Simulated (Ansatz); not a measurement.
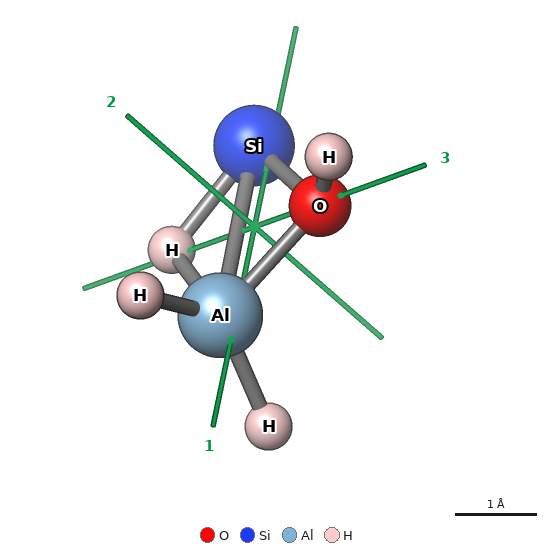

The three principal axes of inertia are drawn and numbered. Distant atoms are faded towards the background colour. The species is neutral and a spin doublet. Computed geometry: PBE0-D4/def2-TZVP optimisation. No frequency run is at hand to confirm it as a minimum. Masses are those of the most abundant isotopes; constants are for the rigid equilibrium geometry.

> Which line is the a axis (least moment of inertia), which b and which c?

a is line 1, b is line 3, c is line 2; the moments are 30.1, 112, 133 u Å².

> Classify the rotor and give the rotational constants (cm⁻¹).

An asymmetric top (C1): A = 0.561, B = 0.151, C = 0.127 cm⁻¹. Ray's parameter κ is −0.89, close to the prolate limit.
